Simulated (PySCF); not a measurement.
System: C₄H₉Ga, SMILES C/C=C\[CH2][GaH2], singlet.

Vertical TDDFT excitations, PBE0/def2-SVPD with PySCF, at a GFN2-xTB geometry (no frequency check), gas phase.

> Predict the low-lying singlet excitations and the spectrum.

The lowest singlet lies at 3.73 eV (332 nm, f = 0.002); the brightest of the first 8 is S5 at 6.03 eV (206 nm), f = 0.175, mainly HOMO → LUMO+1 (51 %). No singlet lies below 3.1 eV (beyond 400 nm), so at this level no vertical transition falls in the visible.


| state | E (eV) | λ (nm) | f | main character |
| --- | --- | --- | --- | --- |
| S1 | 3.73 | 332 | 0.002 | HOMO → LUMO (99 %) |
| S2 | 5.11 | 243 | 0.001 | HOMO−1 → LUMO (99 %) |
| S3 | 5.81 | 213 | 0.052 | HOMO → LUMO+2 (74 %) |
| S4 | 5.93 | 209 | 0.056 | HOMO−2 → LUMO (74 %) |
| S5 | 6.03 | 206 | 0.175 | HOMO → LUMO+1 (51 %) |
| S6 | 6.49 | 191 | 0.051 | HOMO → LUMO+3 (81 %) |
| S7 | 6.66 | 186 | 0.042 | HOMO → LUMO+4 (79 %) |
| S8 | 6.97 | 178 | 0.001 | HOMO → LUMO+6 (81 %) |

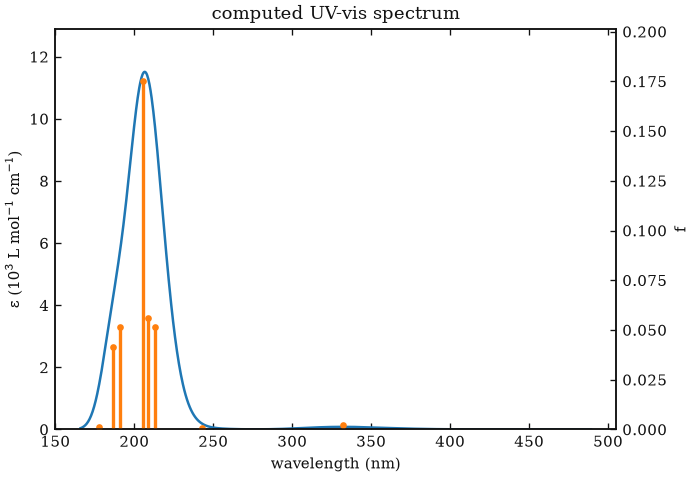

The lowest 8 singlet states are shown; each is broadened by a Gaussian of 1/e half-width 0.40 eV. Sticks give oscillator strengths (right axis).

Note: states above the negative HOMO energy depend on the basis; the tight-binding geometry is rougher than a DFT one and adds to the error; one conformer of a flexible molecule; core orbitals are frozen in the response.
